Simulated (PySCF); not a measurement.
# C3H10BClSi: the cost of one run

Programs: PySCF 2.14.0, with density-fitted response routines of our own. Each step states its level of theory. These are calculated values for one molecule in the gas phase, unless marked as measured. Atoms are numbered from 0 throughout.

## Step 1: Starting geometry

16 atoms, charge 0, multiplicity 1; geometry from: GFN2-xTB.

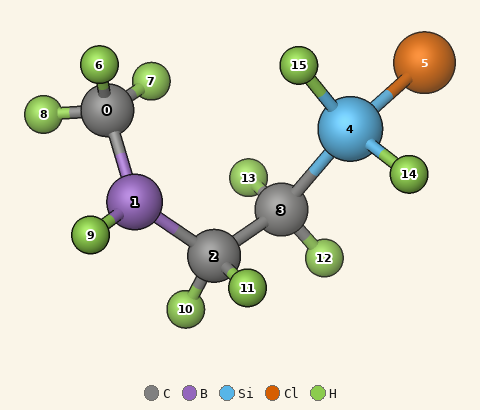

As it starts; carbon grey, boron purple, silicon blue, chlorine orange, hydrogen green, atoms numbered.

## Step 2: Ultraviolet spectrum: CAM-B3LYP/def2-SVPD

Job settings and geometry (Å):

```
{"job": {"kind": "uv", "xc": "CAM-B3LYP", "basis": "def2-SVPD", "nstates": 8, "ntriplets": 3}, "charge": 0, "multiplicity": 1}
C      1.729048    -0.889087     0.654705
B      1.480927     0.595195     0.210822
C      0.305551     1.059376    -0.728963
C     -0.850181     0.086529    -0.989024
Si    -1.956704    -0.178405     0.530186
Cl    -3.276320    -1.653886     0.103102
H      1.838101    -0.952915     1.736893
H      0.965818    -1.601514     0.354891
H      2.681149    -1.235521     0.250922
H      2.257075     1.411046     0.545534
H      0.778548     1.302574    -1.689609
H     -0.103740     2.011189    -0.379039
H     -1.467268     0.473976    -1.806066
H     -0.448741    -0.865041    -1.343802
H     -2.729195     1.031600     0.819268
H     -1.211666    -0.586170     1.718768
```

Level: TDDFT CAM-B3LYP/def2-SVPD, vertical, gas phase, core orbitals frozen in the response.

On the command line:

```sh
OMP_NUM_THREADS=1 python probes_run.py task.json out
```

One launch serves the whole session: the jobs run in the order shown.

Q: Estimate the wall time and peak memory of this job on 1 thread of Intel Xeon at 2.50GHz, shared host.

About 94 s, with a peak of 0.97 GiB.
